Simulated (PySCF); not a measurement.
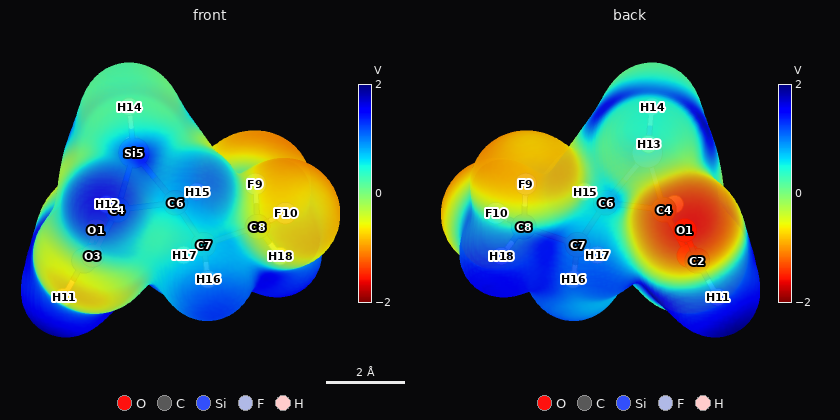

The picture shows: C$_{5}$H$_{8}$F$_{2}$O$_{2}$Si. The electrostatic potential painted on the density surface at 0.004 e/bohr³, seen from the front and from behind; red is negative and blue positive.

Geometry: GFN2-xTB.

Method: PySCF 2.14.0, PBE0/pcSseg-1, SCF density, gas phase, non-relativistic.

```xyz
18

O     2.0662   -0.9374   -0.7735
C     2.2141    0.1925   -1.1679
O     1.7641    1.2650   -0.5855
C     1.0757    1.0893    0.6402
Si    0.8837   -0.5879    1.5568
C    -0.3515    0.4978    0.6188
C    -0.9524    0.0942   -0.7093
C    -2.2469   -0.6741   -0.4950
F    -2.0373   -1.7922    0.2428
F    -3.1506    0.0651    0.1969
H     2.7585    0.4492   -2.0897
H     1.1647    2.0308    1.1722
H     1.1761   -1.9608    1.2397
H     0.8723   -0.2641    2.9814
H    -1.0502    1.1058    1.1862
H    -1.1847    0.9734   -1.3196
H    -0.2812   -0.5560   -1.2704
H    -2.7295   -0.9841   -1.4358
```

Question: Which sites attract a positive test charge, and which a negative one?

Answer: A positive charge is drawn to the negative regions and a negative charge to the positive ones. The most negative region (about −1.5 V) lies over O1, the most positive (about +1.9 V) over C2 and H11. O1 is the likeliest acceptor of a hydrogen bond.

Question: What dipole moment does the calculation give?

Answer: Its dipole moment is 2.60 D.
